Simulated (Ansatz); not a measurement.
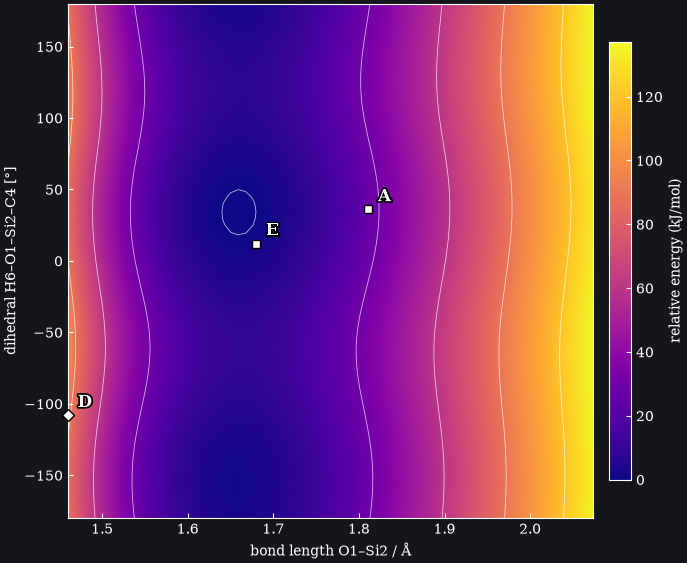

CH₃BrO₂Si, SMILES O[Si]1(Br)CO1. 
- First axis: bond length O1–Si2. Second axis: dihedral H6–O1–Si2–C4.
- Nothing is relaxed (all other coordinates rigid).
- Grid: 15 × 15 points.
- Points are written as (first, second).
- Energies are in kJ/mol, from the lowest grid point.
- Method: Ansatz, RKS PBE-D4/def2-SVP.

In the figure: a smooth colour map with a few white contour lines, lettered points. Between grid points the surface is interpolated.

Question: Is D the lowest point of the computed grid?

Answer: No. D lies 93 kJ/mol above the lowest grid point, which is at (1.680 Å, 36°).

Question: Rank the lettered points by energy, lowest first.

Answer: E (1.1 kJ/mol), A (26 kJ/mol), D (93 kJ/mol).
